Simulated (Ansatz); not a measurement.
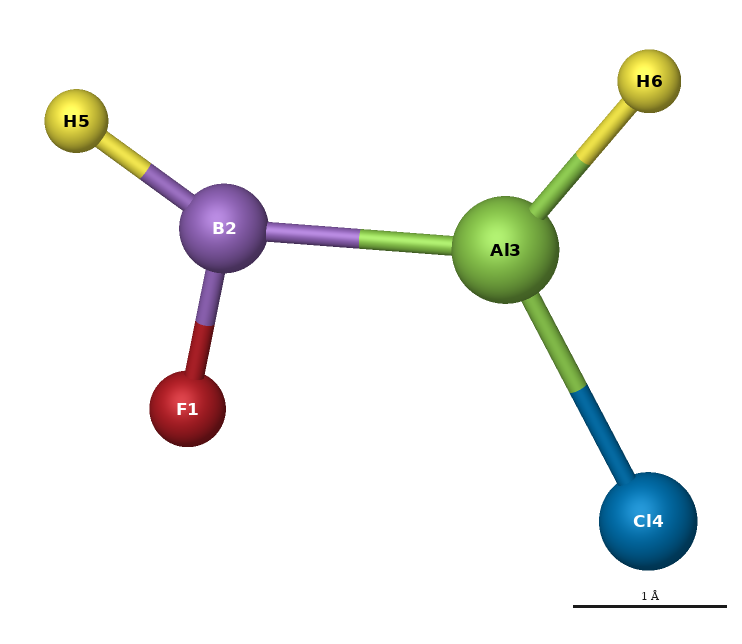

The picture comes from a calculation with Ansatz.

Numbered structure. Geometry: moved along internal coordinates away from the minimum.

Question: Describe the coordination of atom 2.

Answer: B2 has 3 neighbours (F1 at 1.32, Al3 at 1.87, H5 at 1.21 Å); the arrangement is trigonal planar.

Question: What is the geometry at Al3?

Answer: Al3 has 3 neighbours (B2 at 1.87, Cl4 at 2.10, H6 at 1.58 Å); the arrangement is trigonal planar.

Question: What is the dihedral angle F1–B2–Al3–Cl4?

Answer: 0° in size, that is syn (eclipsed).
